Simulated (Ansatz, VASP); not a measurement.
**Cross-check of NaHg2 between VASP and Ansatz**

One calculation is typed for both programs; each brings its own data sets and cutoff. How far apart do they land?

Program: Ansatz 0.2.0. Level of theory: plane waves, with VASP 6.6.1 beside it; single point at r2SCAN. Results are calculated unless marked as measured.

## (1) The starting structure

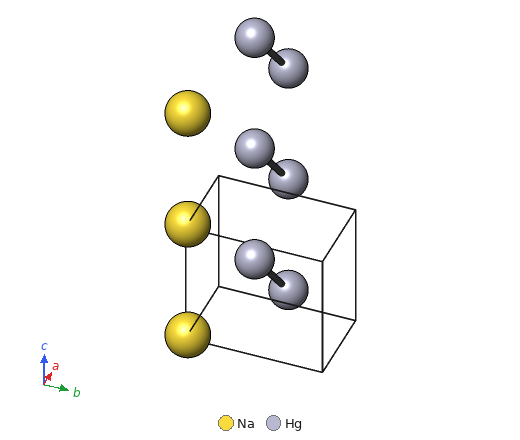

The cell as given, from a free direction (sodium yellow, mercury light grey). 1×1×3 cells are drawn.

As a file:

```cif
data_structure
_symmetry_space_group_name_H-M 'P1'
_symmetry_Int_Tables_number 1
_cell_length_a 3.2304
_cell_length_b 5.0290
_cell_length_c 5.0290
_cell_angle_alpha 120.000
_cell_angle_beta 90.000
_cell_angle_gamma 90.000
_cell_volume 70.75
loop_
_atom_site_label
_atom_site_type_symbol
_atom_site_symmetry_multiplicity
_atom_site_Wyckoff_symbol
_atom_site_fract_x
_atom_site_fract_y
_atom_site_fract_z
_atom_site_occupancy
Na1 Na 1 a 0.02528 0.00440 0.01674 1
Hg1 Hg 1 a 0.48480 0.66771 0.33739 1
Hg2 Hg 1 a 0.50597 0.32476 0.66822 1
```

## (2) Ansatz: single point, r2SCAN

Ansatz runs on its default PAW (the set named soft_2) files.

A single point gives forces, pressure and levels at one fixed geometry, so differences don't come from the geometry; what else differs is listed under the comparison.

Input file input.yaml:

```yaml
crystal:
  lattice:
    - [5.029, 0.0, 0.0]
    - [-2.5145, 4.3552417556, 0.0]
    - [0.0, 0.0, 3.2304]
  atoms:
    - { symbol: Na, position: [0.016738, 0.012342, 0.025282] }
    - { symbol: Hg, position: [0.337389, 0.669681, 0.484804] }
    - { symbol: Hg, position: [0.668224, 0.343459, 0.505968] }
hamiltonian:
  xc: r2scan
  pseudopotentials: { kind: paw }
kpoints:
  mp_grid: { grid: [5, 5, 7] }
scf:
  occupations: { method: tetrahedron }
output:
  forces: true
  stress: true
  write_density: true
  write_potential: true
  elf: true
  volumetric_format: npy
```

Launch:

```console
$ ansatz run input.yaml --threads 2 --pin off --max-ram 4608MiB --backend cpu --events-out ev --progress --plain --runs-dir out
```

Numbers of over 12 decimals in the logs are rounded to 6 here.

Log:

```text
Warning: output.forces, output.stress, relax.cell or npt_langevin: where a Kohn–Sham band that disperses or a degenerate level is filled in part under the method tetrahedron, the forces or the stress that this run publishes need not agree with its energy (scf.occupations.method in the input reference, under Limitations); prefer a smearing scheme for the forces or the stress
Engine: ansatz 0.2.0, aarch64-unknown-linux-gnu
Pseudopotentials: kind: paw
Pseudopotential: Na, paw, valence charge 9, recommended cutoff 500 eV (meta_gga), Na.paw.azcp
Pseudopotential: Hg, paw, valence charge 20, recommended cutoff 500 eV (meta_gga), Hg.paw.azcp
Functional definition: r2SCAN
  parameter k0 = 0.174
  parameter k1 = 0.065
  parameter a1 = 4.9479
  exchange = r2scan_x(k0 = k0, k1 = k1, a1 = a1)
  correlation = r2scan_c
Crystal: 3 atoms, lattice volume = 70.754 Å³
Basis set: ecut = 500 eV, 1769 PW (Γ), exchange–correlation on 160×160×96 points (64 copies of the dense FFT grid, shifted against one another)
Bands: 30, of which v1, the nominal top of the filled ones, is band 25 counted from 1 (24 counted from 0)
Symmetry: 1 space group operations
Space group: P1 (ITA 1), of the structure as read, at distance tolerance 4.1e-5 Å
k-points: 88 of 175 (time reversal used)
Non-local potential: Na, projectors of the file, l = 0: 3, l = 1: 2, l = 2: 1
Non-local potential: Hg, projectors of the file, l = 0: 3, l = 1: 2, l = 2: 2, l = 3: 1
PAW form: soft (Blöchl's): semilocal exchange-correlation on the pseudo side does not see the compensation charge
PAW frozen core: Na, regenerated for the run's functional (the file was generated under x = pbe(κ = 0.804, μ = 0.219515), c = pbe(β = 0.066725))
PAW frozen core: Hg, regenerated for the run's functional (the file was generated under x = pbe(κ = 0.804, μ = 0.219515), c = pbe(β = 0.066725))
PAW one-centre angular grid: Na, 302 points (default); XC on 339 of its mesh's 2595 points in the sphere
PAW one-centre angular grid: Hg, 590 points (default); XC on 160 Gauss nodes
Initial density: superposition of atomic densities (neutral atoms: chi_scale 0, normalization atom), corrected by the library's trained network
Initial wavefunctions: pseudopotential atomic-orbital guess
Functional: x = r2scan, c = r2scan; τ floored in thin density (d = 2e-4 eV/Å³)
SCF iter   1: F=—  HF=-29145.052706 eV  |F-HF|=—  |Δ(HF+E_count)|=         —  Δρ=7.77e-3  dr2=3.57e-2  dr2_τ=7.88e-3  ethr=1.77e-3  ⟨swp⟩=6.3  Hψ=10404  notcnv=0
preconditioner: auto → Kerker (q_TF=auto, 2.566 Å⁻¹)  [metal: no gap  n_scr=26 (ndim 8)  ℏωp=22.1 eV  f_vac=0.004]
SCF iter   2: F=—  HF=-29145.054977 eV  |F-HF|=—  |Δ(HF+E_count)|=   2.27e-3  Δρ=3.67e-3  dr2=1.16e-2  dr2_τ=9.05e-4  ethr=7.28e-5  ⟨swp⟩=2.0  Hψ=5120  notcnv=0  defer=90
SCF iter   3: F=—  HF=-29145.053326 eV  |F-HF|=—  |Δ(HF+E_count)|=   1.65e-3  Δρ=1.19e-3  dr2=2.35e-3  dr2_τ=5.25e-5  ethr=2.37e-5  ⟨swp⟩=2.3  Hψ=4014  notcnv=0  defer=90
SCF iter   4: F=—  HF=-29145.053156 eV  |F-HF|=—  |Δ(HF+E_count)|=   1.70e-4  Δρ=4.52e-4  dr2=4.31e-4  dr2_τ=1.06e-5  ethr=4.79e-6  ⟨swp⟩=2.8  Hψ=3269  notcnv=0  defer=90
SCF iter   5: F=—  HF=-29145.053108 eV  |F-HF|=—  |Δ(HF+E_count)|=   4.87e-5  Δρ=1.89e-4  dr2=6.27e-5  dr2_τ=5.26e-7  ethr=8.80e-7  ⟨swp⟩=3.0  Hψ=4039  notcnv=0  defer=90
SCF iter   6: F=—  HF=-29145.053122 eV  |F-HF|=—  |Δ(HF+E_count)|=   1.46e-5  Δρ=6.57e-5  dr2=2.35e-6  dr2_τ=7.76e-8  ethr=1.28e-7  ⟨swp⟩=3.5  Hψ=4488  notcnv=0  defer=90
SCF iter   7: F=—  HF=-29145.053131 eV  |F-HF|=—  |Δ(HF+E_count)|=   9.15e-6  Δρ=2.42e-5  dr2=3.96e-7  dr2_τ=3.60e-8  ethr=4.80e-9  ⟨swp⟩=2.6  Hψ=4412  notcnv=0  defer=90
SCF iter   8: F=-29145.053134 eV  HF=-29145.053134 eV  |F-HF|=6.77e-9  |Δ(HF+E_count)|=   2.28e-6  Δρ=5.10e-6  dr2=1.32e-8  dr2_τ=2.96e-9  ethr=2.04e-10  ⟨swp⟩=10.7  Hψ=16887  notcnv=0
SCF 1 converged in 8 iterations: F = -29145.053134 eV  dr2 = 1.32e-8
  Residual-converged pass: ⟨swp⟩=1.0  Hψ=2993  notcnv=0  max |occ|·‖R‖ = 7.1e-9 eV (tolerance 1.0e-8 eV)  dr2=1.32e-8  dr2_τ=2.96e-9  dr2_onsite=2.54e-9  max |Δocc| = 4.4e-11
  greatest PAW one-centre occupation: 1.001 electrons in one spin orbital (limit 2), on the Hg atom at site 1 (counted from 0), in its partial waves of l = 0
SCF converged after 8 iterations
Stability not checked: this state was not tested for a lower state beside it, because cold or Methfessel-Paxton smearing, or corrected tetrahedra, fill the levels in a way that the test cannot read (fill_not_monotonic; see scf.lower_state_search)
Free energy (F): -29145.053134 eV
Harris-Foulkes:  -29145.053134 eV  (|F-HF|=6.77e-9)
Internal energy: -29145.053134 eV  (E = F + TS)
E sigma→0 (E₀):  -29145.053134 eV
Fermi energy:    11.296299 eV
--- Per-component energies (eV) ---
  E_band       = -1137.212137
  E_kinetic    = 1330.478107
  E_local      = -6897.500441  (includes V_loc(G=0)·N_el)
  E_nonlocal   = 261.362032
  E_hartree    = 2867.069792
  E_xc         = -454.599757
  E_vxc        = -637.661384  (∫ρ·V_xc dr)
  E_paw        = -20209.843360  (= ΣΔE_a)
  E_vpaw       = -973.741501  (= ΣTr[D̂ρ^β])
  E_aug_tail   = 0.000756  (compensation charges beyond the density's cutoff)
  E_vtau       = 45.718881  (kinetic-family band-sum trace: ∫τ·v_τ [+ j·A + Jᵃ·Aᵃ] dr)
  E_ewald      = -6041.696140
  E_core_change = -0.324123  (= ΣΔE_core)
  E_smearing   = -0.000000  (= −TS)
  E_closure    = 0.000000  (closes the sum)
  Σ components = -29145.053134   (vs F -29145.053134, Δ=0.00e0)
--- Forces (eV/Å), atoms counted from 1 ---
  atom   1  Na    -0.07721123    -0.04022353    -0.08632527
  atom   2  Hg    -0.08327164     0.13064102     0.05003350
  atom   3  Hg     0.16049546    -0.09041359     0.03627869
  max |Σ_I F_I| component: 1.31e-5 eV/Å
--- Stress (GPa, compression-positive) ---
        1.207512      -0.228768       0.052952
       -0.228768       0.764925       0.015490
        0.052952       0.015490       0.789381
  P = ⅓ Tr σ = 0.9206 GPa (9.206 kbar)
--- Band table (eV; the first three rows and the last of 88) ---
  k-point 0: bands = [... 21 lower, 4.4077, 4.4596, 11.1470, 12.4618, 12.6026, 15.1186, 15.3097, 15.7510, ... 1 higher]
  k-point 1: bands = [... 21 lower, 4.3249, 4.3798, 11.3547, 12.8847, 13.0233, 15.4134, 15.5955, 15.9853, ... 1 higher]
  k-point 2: bands = [... 21 lower, 4.3473, 4.5749, 12.0666, 12.8924, 13.9631, 14.1020, 16.2442, 16.4092, ... 1 higher]
  k-point 87: bands = [... 21 lower, 4.5170, 4.7347, 7.7411, 10.4221, 14.7960, 15.8377, 17.4924, 19.9077, ... 1 higher]
```

Wall time 40 s (2 threads of Arm Neoverse N1, shared host); peak memory 0.65 GiB.

The run ends at a pressure of 0.92 GPa, with forces up to 0.19 eV/Å.

## (3) VASP: single point, r2SCAN

The same cell, functional, mesh and smearing now go to VASP, with its own data sets and cutoff.

Lines of VASP's logs that name or quote its potential files are left out, and so is its time.

Input file INCAR:

```
SYSTEM = NaHg2
PREC = Accurate
ENCUT = 400
EDIFF = 1E-06
NELM = 100
ISMEAR = -5
SIGMA = 0.05
LREAL = .FALSE.
ALGO = Normal
METAGGA = R2SCAN
LASPH = .TRUE.
NBANDS = 21
LORBIT = 11
LWAVE = .FALSE.
LCHARG = .FALSE.
KPAR = 4
ISIF = 2
```

Input file POSCAR:

```
NaHg2
1.0
    5.0290000000      0.0000000000      0.0000000000
   -2.5145000000      4.3552417556      0.0000000000
    0.0000000000      0.0000000000      3.2304000000
Na Hg
1 2
Direct
    0.0167380000      0.0123420000      0.0252820000
    0.3373890000      0.6696810000      0.4848040000
    0.6682240000      0.3434590000      0.5059680000
```

Input file KPOINTS:

```
Automatic mesh
0
Gamma
5 5 7
0 0 0
```

Potentials, in the order of the species: Na_pv and Hg (PBE family, release 64).

Launch:

```console
$ mpirun -np 4 vasp_std
```

Log:

```text
[banner, memory and clock lines left out]
running    4 mpi-ranks, on    1 nodes
 distrk:  each k-point on    1 cores,    4 groups
 distr:  one band on    1 cores,    1 groups

 POSCAR found type information on POSCAR NaHg
 POSCAR found :  2 types and       3 ions
|                                                                             |
|               ----> ADVICE to this user running VASP <----                  |
|                                                                             |
|     You enforced a specific xc type in the INCAR file but a different       |
|     [... a line on the potential file left out ...]
|     I HOPE YOU KNOW WHAT YOU ARE DOING!                                     |
|                                                                             |

 LDA part: xc-table for (None), standard interpolation
 POSCAR, INCAR and KPOINTS ok, starting setup
 FFT: planning ... GRIDC
 FFT: planning ... GRID_SOFT
 FFT: planning ... GRID
 WAVECAR not read
 entering main loop
       N       E                     dE             d eps       ncg     rms          rms(c)
DAV:   1     0.134526043858E+03    0.13453E+03   -0.13060E+04  3696   0.135E+03
DAV:   2    -0.102112024239E+03   -0.23664E+03   -0.22369E+03  3774   0.380E+02
DAV:   3    -0.111626545424E+03   -0.95145E+01   -0.94253E+01  4352   0.856E+01
DAV:   4    -0.111714903614E+03   -0.88358E-01   -0.88557E-01  3891   0.814E+00
DAV:   5    -0.111716082117E+03   -0.11785E-02   -0.11784E-02  4256   0.891E-01    0.489E+00
DAV:   6    -0.103083190366E+03    0.86329E+01   -0.53302E+00  3976   0.245E+01    0.650E+00
DAV:   7    -0.103067584103E+03    0.15606E-01   -0.10656E-01  3881   0.360E+00    0.403E+00
DAV:   8    -0.103069319093E+03   -0.17350E-02   -0.98624E-02  3906   0.315E+00    0.352E-01
DAV:   9    -0.103069140969E+03    0.17812E-03   -0.44786E-03  4001   0.696E-01    0.216E-01
DAV:  10    -0.103068771597E+03    0.36937E-03   -0.42325E-03  4016   0.639E-01    0.681E-02
DAV:  11    -0.103068755071E+03    0.16526E-04   -0.15682E-04  3981   0.119E-01    0.237E-02
DAV:  12    -0.103068728984E+03    0.26087E-04   -0.39268E-05  4016   0.629E-02    0.385E-03
DAV:  13    -0.103068726782E+03    0.22018E-05   -0.21299E-06  3224   0.132E-02    0.364E-03
DAV:  14    -0.103068721800E+03    0.49821E-05   -0.55089E-07  2168   0.845E-03    0.762E-04
DAV:  15    -0.103068721428E+03    0.37179E-06   -0.55344E-08  2103   0.206E-03
   1 F= -.10306872E+03 E0= -.10306872E+03  d E =0.000000E+00
|                                                                             |
|           W    W    AA    RRRRR   N    N  II  N    N   GGGG   !!!           |
|           W    W   A  A   R    R  NN   N  II  NN   N  G    G  !!!           |
|           W    W  A    A  R    R  N N  N  II  N N  N  G       !!!           |
|           W WW W  AAAAAA  RRRRR   N  N N  II  N  N N  G  GGG   !            |
|           WW  WW  A    A  R   R   N   NN  II  N   NN  G    G                |
|           W    W  A    A  R    R  N    N  II  N    N   GGGG   !!!           |
|                                                                             |
|     Tetrahedron method does not include variations of the Fermi             |
|     occupations, so forces and stress will be inaccurate. We suggest        |
|     using a different smearing scheme ISMEAR = 1 or 2 for metals in         |
|     relaxations.                                                            |
|                                                                             |
```

From OUTCAR (step 3):

```text
ion  position               nearest neighbor table
   1  0.017  0.012  0.025-   2 3.23   3 3.23   2 3.25   3 3.30   3 3.30   2 3.31
   2  0.337  0.670  0.485-   3 2.86   3 2.92   3 2.94   1 3.23   1 3.25   1 3.31
   3  0.668  0.343  0.506-   2 2.86   2 2.92   2 2.94   1 3.23   1 3.30   1 3.30

  LATTYP: Found a hexagonal cell.
 ALAT       =     5.0290000000
 C/A-ratio  =     0.6423543448

 Subroutine GETGRP returns: Found  1 space group operations
 (whereof  1 operations were pure point group operations)

The static configuration has the point symmetry C_1 .

 Found     88 irreducible k-points:

   k-points           NKPTS =     88   k-points in BZ     NKDIM =     88   number of bands    NBANDS=     21

   dimension x,y,z NGX =    36 NGY =   36 NGZ =   24
   dimension x,y,z NGXF=    72 NGYF=   72 NGZF=   48

   ENCUT  =  400.0 eV  29.40 Ry    5.42 a.u.   8.20  8.20  5.27*2*pi/ulx,y,z

   NELECT =      31.0000    total number of electrons

 k-points in reciprocal lattice and weights: Automatic mesh
   0.00000000  0.00000000  0.00000000       0.006
   0.20000000 -0.00000000  0.00000000       0.011
   0.00000000  0.20000000  0.00000000       0.011
  -0.20000000  0.20000000  0.00000000       0.011
   0.40000000  0.00000000  0.00000000       0.011
   0.00000000  0.40000000  0.00000000       0.011
  -0.40000000  0.40000000  0.00000000       0.011
   0.20000000  0.20000000  0.00000000       0.011
  -0.20000000  0.40000000  0.00000000       0.011
[...]
0.20000000  0.40000000  0.42857143       0.011
  -0.40000000 -0.40000000  0.42857143       0.011

 average (electrostatic) potential at core
       1 -52.7133       2 -46.7276       3 -46.7278

 E-fermi :   2.4833

 k-point     1 :       0.0000    0.0000    0.0000
  band No.  band energies     occupation
    ...
     11      -4.9644      2.00000
     12      -4.9104      2.00000
     13      -4.3807      2.00000
     14      -4.3285      2.00000
     15       2.3317      1.99616
     16       3.6350      0.00000
     17       3.7767      0.00000
     18       6.3116      0.00000
     19       6.5030      0.00000
     20       6.9810      0.00000
    ...

 k-point     2 :       0.2000   -0.0000    0.0000
  band No.  band energies     occupation
    ...
     12      -4.7254      2.00000
     13      -4.4080      2.00000
     14      -4.3163      2.00000
     15       0.2925      2.00077
     16       2.8285      0.50711
     17       4.2739      0.00000
     18       6.7559      0.00000
     19       7.7419      0.00000
     20       9.3546      0.00000
     21      10.6901      0.00000

 k-point     3 :       0.0000    0.2000    0.0000
  band No.  band energies     occupation
    ...
     12      -4.7322      2.00000
     13      -4.4152      2.00000
     14      -4.3094      2.00000
     15       0.3099      2.00077
     16       2.8146      0.52546
     17       4.2622      0.00000
     18       6.7454      0.00000
     19       7.7760      0.00000
     20       9.3451      0.00000
     21      10.6864      0.00000

  Total        0.6069552      0.3871436      0.3313398     -0.1168784      0.0383671     -0.0359680
  in kB       13.7441221      8.7666253      7.5029838     -2.6466387      0.8687993     -0.8144734
  external PRESSURE =      10.0045771 kB  Pullay stress =       0.0000000 kB

  energy-cutoff  :      400.00
  volume of cell :       70.75
      direct lattice vectors                 reciprocal lattice vectors
     5.029000000  0.000000000  0.000000000     0.198846689  0.114804190  0.000000000
    -2.514500000  4.355241756  0.000000000     0.000000000  0.229608379  0.000000000
     0.000000000  0.000000000  3.230400000     0.000000000  0.000000000  0.309559188

 POSITION                                       TOTAL-FORCE (eV/Angst)
 -----------------------------------------------------------------------------------
      0.05314      0.05375      0.08167        -0.096256     -0.033466     -0.088253
      0.01282      2.91662      1.56611        -0.076900      0.131566      0.049155
      2.49687      1.49585      1.63448         0.173156     -0.098100      0.039099
 -----------------------------------------------------------------------------------
    total drift:                               -0.030041      0.009939     -0.003127

  FREE ENERGIE OF THE ION-ELECTRON SYSTEM (eV)
  ---------------------------------------------------
  free  energy   TOTEN  =      -103.0687214279 eV

  energy  without entropy=     -103.0687214279  energy(sigma->0) =     -103.06872143

 total charge
# of ion       s       p       d       tot
------------------------------------------
    1        0.063   5.982   0.000   6.045
    2        0.906   0.322   9.287  10.516
    3        0.906   0.322   9.287  10.515
--------------------------------------------------
tot          1.875   6.626  18.574  27.076

[... 3 further parts left out ...]
```

The run ends at a pressure of 1.00 GPa, with forces up to 0.20 eV/Å.

## (4) Comparison

Known differences besides the PAW data sets themselves: VASP keeps PBE cores, Ansatz makes them for the functional; the data sets hold 49 valence electrons in Ansatz (default PAW (the set named soft_2) files) and 31 in VASP; the cutoff is 500 eV in Ansatz and 400 eV in VASP. Total energies have different zeros and are not compared.

Both answers:

```csv
quantity,Ansatz,VASP,difference
pressure (GPa),0.92,1.00,-0.08
```

Forces (eV/Å; atoms numbered as in POSCAR):

```csv
atom,"Ansatz x, y, z","VASP x, y, z"
Na1,"-0.077, -0.040, -0.086","-0.096, -0.033, -0.088"
Hg2,"-0.083, 0.131, 0.050","-0.077, 0.132, 0.049"
Hg3,"0.160, -0.090, 0.036","0.173, -0.098, 0.039"
```

The forces differ by 8.7 meV/Å r.m.s., which is 9.0 % of the r.m.s. force of 0.10 eV/Å (both taken over all components). Ansatz's pressure holds a Pulay correction of 0.05 GPa; VASP's holds none.

## (5) Outcome

```json
{
 "r.m.s. force difference (single point, r2SCAN)": "8.7 meV/Å"
}
```

The r.m.s. force difference is 8.7 meV/Å (single point, r2SCAN), within the 12 meV/Å picked in this series as the mark of a large difference. How closely two codes agree says nothing of how well the functional describes the real material.

[Lines on the potential files, build, host, timing and source positions are cut from VASP's logs without a mark.]

[Logs are printed without paths, hosts, clocks, repeated set-up lines and the standing remarks that a program may print on its own settings, such as how far it seeks lower states.]

[Hosts, paths, dates, database ids (printed as entryN), source tags and the programs' standing remarks are cut or masked in the printed files.]
